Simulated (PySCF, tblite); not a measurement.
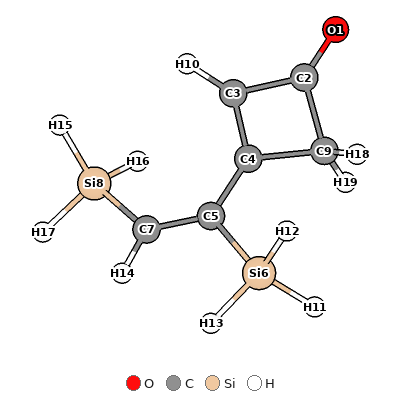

The molecule: C₆H₁₀OSi₂, SMILES O=C1C=C(/C([SiH3])=C\[SiH3])C1.

GIAO shifts, PBE0/pcSseg-1 with PySCF 2.14.0, at a GFN2-xTB geometry (a minimum by its frequencies), against TMS for ¹³C, TMS for ²⁹Si and TMS for ¹H computed at the same level. Gas phase, fully decoupled, line heights follow the number of nuclei, widths are arbitrary (no quadrupolar broadening); values of one conformer, averaged over nuclei that symmetry, rotation about single bonds or ring flips exchange, these motions taken as fast; other conformers aren't averaged in.

**Predict the ¹³C spectrum.**

6 signals.


```tsv
δ (ppm)	nuclei	atoms
186.9	1	C2
180.3	1	C4
159.2	1	C5
159.1	1	C7
140.9	1	C3
53.9	1	C9
```

The order of signals that lie close, as those under 2 ppm apart, is within the error of the method.

**Which ²⁹Si signals does it give?**

2 signals.


```csv
δ (ppm),nuclei,atoms
−65.3,1,Si6
−84.5,1,Si8
```

**Which ¹H signals does it give?**

5 signals.


```tsv
δ (ppm)	nuclei	atoms
7.46	1	H14
5.93	1	H10
4.38	3	H11, H12, H13
4.24	3	H15, H16, H17
3.32	2	H18, H19
```

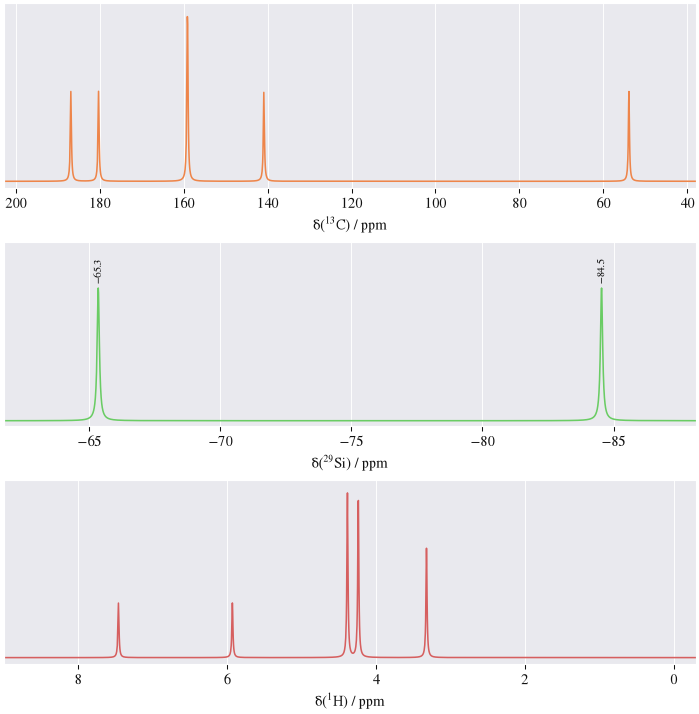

Known limits of this run: the tight-binding geometry is rougher than a DFT one and adds to the error.
